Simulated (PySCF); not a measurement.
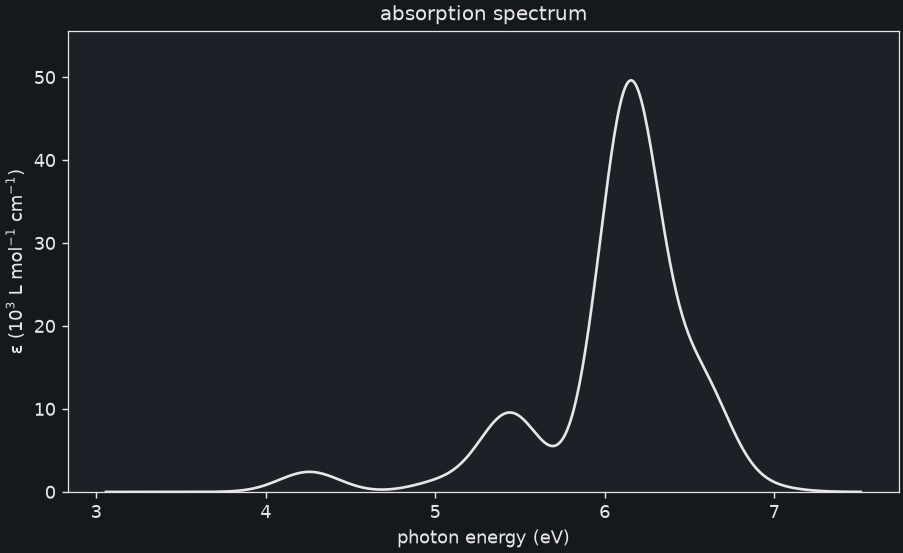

Vertical TDDFT excitations, PBE0/def2-TZVP in PySCF 2.14.0, at a PBE0-D3(BJ)/def2-SVP geometry (no frequency check), gas phase. Only the first 10 singlet excitations are included; each is broadened by a Gaussian of 1/e half-width 0.25 eV.

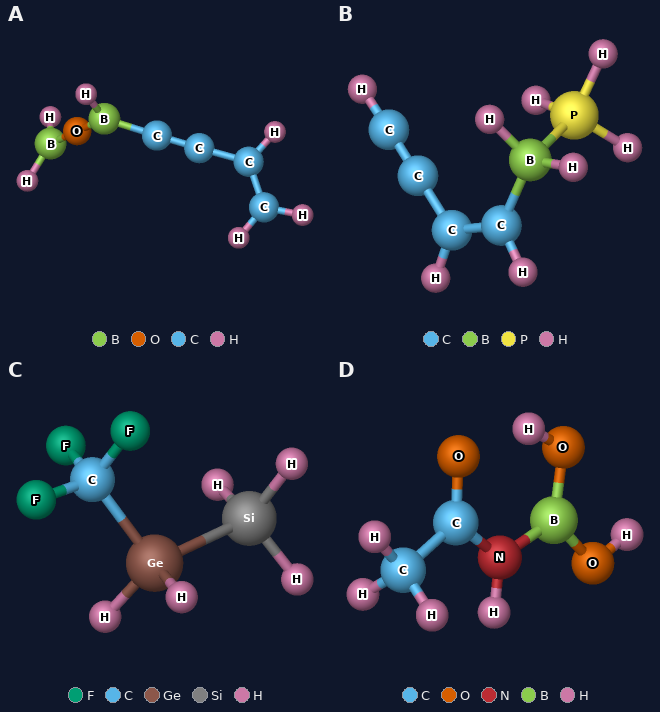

**Which molecule gives this spectrum? The candidates are drawn in the second picture.**

Structure A, C₄H₆B₂O, SMILES BOBC#CC=C. Its lowest singlet lies at 4.26 eV (f = 0.037) and the brightest of those computed is S6 at 6.15 eV (202 nm), f = 0.738, mixed, the largest part being HOMO−1 → LUMO+1 (40 %).

Caveats: one conformer of a flexible molecule; core orbitals are frozen in the response; def2-TZVP has no diffuse functions, so states with Rydberg character are missing or too high.
